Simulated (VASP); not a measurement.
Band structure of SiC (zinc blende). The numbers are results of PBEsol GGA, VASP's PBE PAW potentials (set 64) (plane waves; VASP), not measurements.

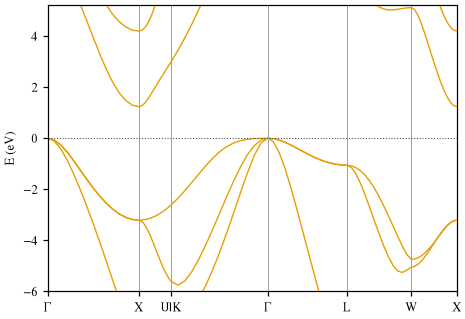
Fig. 1. Bands along high-symmetry lines, zero at the valence-band maximum or, without a gap, the Fermi level

Task: Read the plot: is there a gap, and where are the band edges?

Result: The gap is indirect, 1.24 eV, from the valence maximum at Γ to the conduction minimum at X. (Edges off the drawn lines would not show.)

Measured: gap 2.53 eV (computed value off by -1.29 eV), as given by Wei Chen et al., Physical Review Materials (2018), doi:10.1103/physrevmaterials.2.073803 [zero-point renormalisation of 0.11 eV added back (the table's ZPR column)].

The compound is SiC in the zinc blende structure. The cell was not relaxed at this level.
